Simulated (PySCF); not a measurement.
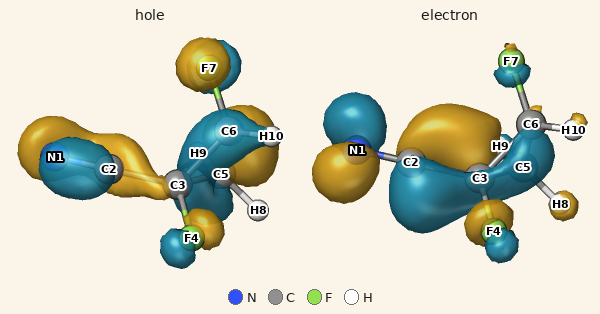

C$_{4}$H$_{3}$F$_{2}$N, SMILES `N#C[C@@]1(F)C[CH]1F`. Leading natural transition orbital pair of S₂ (full linear response singlet states); the surfaces enclose about 70 % of each orbital's density.

Level of theory: PBE0/def2-SVP (PySCF), at a geometry from GFN2-xTB. No frequency check shows the geometry to be a minimum. Without diffuse functions Rydberg states are missing, so the states' numbers hold for this basis only.

Cartesian coordinates (Å):

```
N1      -2.2075    1.0950   -0.1171
C2      -1.3103    0.3899   -0.0615
C3      -0.1828   -0.4858   -0.0058
F4      -0.4586   -1.7047    0.5485
C5       0.8528   -0.4595   -1.1077
C6       1.2091    0.0461    0.2505
F7       1.3706    1.3770    0.4268
H8       1.2618   -1.4069   -1.4225
H9       0.7078    0.2658   -1.8943
H10      1.8619   -0.5188    0.9054
```

Give its energy and the atoms that hole and electron lie on.

7.55 eV (164 nm), f = 0.011; the leading pair carries 80 %; hole on N1 (19 %), C5 (19 %) and C6 (16 %), electron on N1 (29 %), C2 (26 %) and C3 (14 %) (shares are of the whole state, not of the leading pair alone); their centroids lie 0.8 Å apart. In canonical orbitals it is mainly HOMO−1 → LUMO (74 %). The HOMO–LUMO gap is 8.33 eV.

Cost of the run: 8.6 min on 1 thread of AMD EPYC (Zen 3) (shared host), peak memory 0.69 GiB.
